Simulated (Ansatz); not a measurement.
| atom | x (Å) | y (Å) | z (Å) |
| --- | --- | --- | --- |
| C | -0.8553 | 1.2190 | -0.5229 |
| C | -0.3868 | 0.0035 | 0.2889 |
| Si | 1.2250 | 0.3569 | 1.1830 |
| Si | -0.2642 | -1.5305 | -0.7854 |
| H | -0.9722 | 2.1052 | 0.1073 |
| H | -1.8165 | 1.0334 | -1.0106 |
| H | -0.1366 | 1.4715 | -1.3079 |
| H | -1.1237 | -0.2291 | 1.0696 |
| H | 1.0771 | 1.5586 | 2.0507 |
| H | 2.3066 | 0.6270 | 0.1963 |
| H | 1.6297 | -0.7973 | 2.0299 |
| H | 0.1263 | -2.7179 | 0.0213 |
| H | 0.7523 | -1.3240 | -1.8533 |
| H | -1.5746 | -1.8056 | -1.4381 |

Geometry: PBE0-D4/def2-TZVP.

The calculation used RKS PBE0-D4/def2-TZVPP (Ansatz 0.2.0).

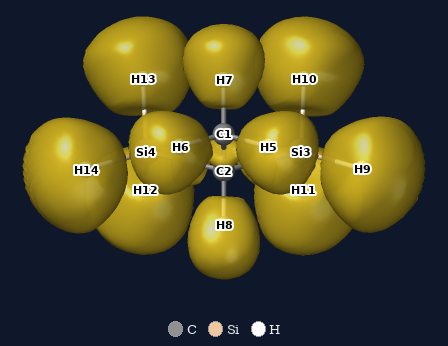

C₂H₁₀Si₂ (SMILES CC([SiH3])[SiH3]). Isosurface of the ELF at 0.85 (yellow), seen from one side. Only the valence region is drawn (cores and ρ < 0.01 e/Å³ removed).

Q: Identify the bonds, lone pairs and shells in this picture.

A: At this value the surface marks out one region between bonded C–C atoms (shared pairs), two regions between bonded C–Si atoms (shared pairs) and ten regions around hydrogen nuclei. Profiles from the grid: C–C (1.53 Å): the ELF peaks at about 0.95 between the atoms: a shared electron pair. C–Si (1.88 Å): the ELF peaks at about 0.95 between the atoms, as expected for a covalent bond.
